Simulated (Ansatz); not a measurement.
# One shape, several levels: [BH4]− (SMILES [H][B-]([H])([H])[H])

Wanted: a comparison of 6 runs (r2SCAN/3-21G, wB97M-V/3-21G, RPA@PBE/6-31G, CCSDT/6-31G, CCSD/3-21G, CCSD/6-31G) of [BH4]−. 

The results are computed with Ansatz 0.2.0.

### 1 The system as given

The species is [BH4]− (5 atoms), meant as a singlet with charge -1. As SMILES, `[H][B-]([H])([H])[H]`. The H3–B1 distance was set to 1.843 Å, away from the relaxed value. At this shape a bond of the SMILES string is far longer than usual.

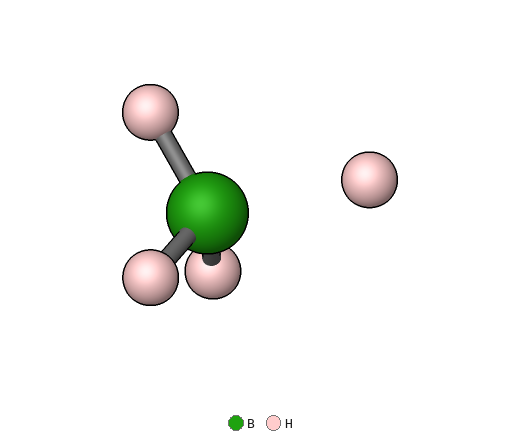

Viewed from a chosen angle; boron green, hydrogen pink.

### 2 The energy at r2SCAN/3-21G (run 1)

Contents of job.yaml:

```yaml
crystal:
  periodic: [false, false, false]
  atoms:
    - symbol: B
      position_ang: [-0.577348, -0.006205, 0.210338]
    - symbol: H
      position_ang: [-0.565468, -0.026595, 1.439508]
    - symbol: H
      position_ang: [1.154650, 0.011840, -0.420810]
    - symbol: H
      position_ang: [-1.164948, 1.001795, -0.177172]
    - symbol: H
      position_ang: [-1.156278, -1.004895, -0.210302]
basis:
  gaussian:
    orbitals: 3-21G.json
total_charge: -1
hamiltonian:
  xc: {name: r2SCAN}
accuracy: high
```

The basis set 3-21G is read from a file made from the Basis Set Exchange's data (not shown).

On the command line:

```
ansatz run job.yaml --threads 1 --pin off --max-ram 2610MiB --events-out events.jsonl --progress --plain --runs-dir runs
```

The log of the run:

```text
Warning: RAYON_NUM_THREADS=1 ignored (pool sized by the plan → 1); use --threads N
Functional definition: r2SCAN
  name "r2SCAN"
  parameter k0 = 0.174
  parameter k1 = 0.065
  parameter a1 = 4.9479
  exchange = r2scan_x(k0 = k0, k1 = k1, a1 = a1)
  correlation = r2scan_c
338 factors; integrals over basis functions are off by at most 3.6e-9 eV
mean field evaluation 1: about -735.0099 eV, gradient 4.5e0 eV
mean field evaluation 2: about -735.0534 eV, gradient 2.9e0 eV
mean field evaluation 4: about -735.1031 eV, gradient 1.7e-1 eV
mean field evaluation 8: about -735.0753 eV, gradient 2.5e-3 eV
mean field -735.07531099 eV, -27.0135194271 hartree, gradient 5.5e-8 eV, S^2 0.000000; 0 other end points of the search recorded, 0 dependent functions left out
reference -735.07531139 eV, -27.0135194416 hartree; 5, 5 occupied and 12, 12 virtual orbitals, 338 factors
Total energy: -735.07531139 eV, -27.0135194416 hartree
```

Wall time 1.2 s (1 thread of Arm Neoverse V2, shared host); peak memory 0.11 GiB.

### 3 The energy at wB97M-V/3-21G (run 2)

Edit job.yaml of step 2 so:

```diff
@@ -14,7 +14,6 @@
 basis:
-  gaussian:
-    orbitals: 3-21G.json
+  gaussian: {orbitals: 3-21G.json}
 total_charge: -1
-hamiltonian:
-  xc: {name: r2SCAN}
+magnetization: {spin_polarized: false, initial_magnetization: 0}
+hamiltonian: {xc: {name: wB97M-V}}
 accuracy: high
```

The basis set 3-21G is read from a file made from the Basis Set Exchange's data (not shown).

On the command line:

```
ansatz run job.yaml --threads 1 --pin off --max-ram 2610MiB --events-out events.jsonl --progress --plain --runs-dir runs
```

The log of the run, shortened:

```text
Warning: RAYON_NUM_THREADS=1 ignored (pool sized by the plan → 1); use --threads N
Functional definition: wB97M-V
  name "wB97M-V"
[...]
  gx(w, u) = 1 - cx + cx01*u + cx10*w
  gss(w, u) = css00 + css04*u^4 + css10*w + css20*w^2 + css43*w^4*u^3
  gos(w, u) = cos00 + cos10*w + (cos20 + cos21*u)*w^2 + (cos60 + cos61*u)*w^6
[...]
      + integral(e_c_pw_mod_opposite_spin*gos(b97_w_opposite, b97_u_opposite)) + vv10(b, c)
338 factors; integrals over basis functions are off by at most 3.6e-9 eV
158 factors; integrals over basis functions are off by at most 2.6e-9 eV
[...]
mean field -734.55363523 eV, -26.9943481962 hartree, gradient 8.5e-9 eV, S^2 0.000000; 0 other end points of the search recorded, 0 dependent functions left out
reference -734.55363770 eV, -26.9943482871 hartree; 5, 5 occupied and 12, 12 virtual orbitals, 338 factors
Total energy: -734.55363770 eV, -26.9943482871 hartree
```

Wall time 6.6 s (1 thread of Arm Neoverse V2, shared host); peak memory 0.2 GiB.

Run 3 isn't shown in full; the table further down has it.

### 4 The energy at CCSDT/6-31G (run 4)

Edit job.yaml of step 3 so:

```diff
@@ -14,6 +14,6 @@
 basis:
-  gaussian: {orbitals: 3-21G.json}
+  gaussian: {orbitals: 6-31G}
 total_charge: -1
-magnetization: {spin_polarized: false, initial_magnetization: 0}
-hamiltonian: {xc: {name: wB97M-V}}
+correlation: {method: ccsdt, frozen_orbitals: {B: 1, H: 0}}
 accuracy: high
+scf: {omitted_lower_state_checks: [cluster_reference, increment]}
```

On the command line:

```
ansatz run job.yaml --threads 1 --pin off --max-ram 2610MiB --events-out events.jsonl --progress --plain --runs-dir runs
```

The log of the run:

```text
Warning: RAYON_NUM_THREADS=1 ignored (pool sized by the plan → 1); use --threads N
[... 11 lines left out ...]
1 core orbitals not correlated: weight in the atoms' cores, before any rotation towards them, 1.000 or more for the frozen orbitals, at most 0.000 for the correlated occupied ones
[... 21 lines left out ...]
Total energy: -734.91806243 eV, -27.0077406490 hartree
Checks for a lower state left out: cluster_reference, increment
```

Wall time 0.28 s (1 thread of Arm Neoverse V2, shared host).

Run 5 isn't shown in full; the table further down has it.

### 5 The energy at CCSD/6-31G (run 6)

Contents of molecule.yaml:

```yaml
crystal:
  periodic: [false, false, false]
  atoms:
    - {symbol: B, position_ang: [-0.577348, -0.006205, 0.210338]}
    - {symbol: H, position_ang: [-0.565468, -0.026595, 1.439508]}
    - {symbol: H, position_ang: [1.154650, 0.011840, -0.420810]}
    - {symbol: H, position_ang: [-1.164948, 1.001795, -0.177172]}
    - {symbol: H, position_ang: [-1.156278, -1.004895, -0.210302]}
basis:
  gaussian:
    orbitals: 6-31G
total_charge: -1
correlation:
  method: ccsd
  frozen_orbitals: {B: 1, H: 0}
accuracy: high
scf:
  omitted_lower_state_checks: [cluster_reference, increment]
```

On the command line:

```
ansatz run molecule.yaml --threads 1 --pin off --max-ram 2610MiB --events-out events.jsonl --progress --plain --runs-dir runs
```

The log of the run:

```text
Warning: RAYON_NUM_THREADS=1 ignored (pool sized by the plan → 1); use --threads N
[... 11 lines left out ...]
1 core orbitals not correlated: weight in the atoms' cores, before any rotation towards them, 1.000 or more for the frozen orbitals, at most 0.000 for the correlated occupied ones
[... 20 lines left out ...]
Total energy: -734.84782213 eV, -27.0051593656 hartree
Checks for a lower state left out: cluster_reference, increment
```

Run time: 0.12 s. Hardware: 1 thread of Arm Neoverse V2, shared host.

### 6 Overview of the runs

| run | level | frozen core orbitals | energy (Eh) | wall time |
| --- | --- | --- | --- | --- |
| 1 | r2SCAN/3-21G | – | -27.013519 | 1.2 s |
| 2 | wB97M-V/3-21G | – | -26.994348 | 6.6 s |
| 3 | RPA@PBE/6-31G | 1 | -27.065867 | 0.83 s |
| 4 | CCSDT/6-31G | 1 | -27.007741 | 0.28 s |
| 5 | CCSD/3-21G | 1 | -26.863627 | 0.12 s |
| 6 | CCSD/6-31G | 1 | -27.005159 | 0.12 s |

### 7 Results

| quantity | value |
| --- | --- |
| run 6: total energy | -27.00516 Eh |
| run 6: correlation energy (1 core orbital frozen) | -102.0 mEh |
| run 6: T1 diagnostic | 0.017 |

What this shows: Totals of different functionals can't be ranked against each other. All runs together took 9.1 s, the longest 6.6 s.
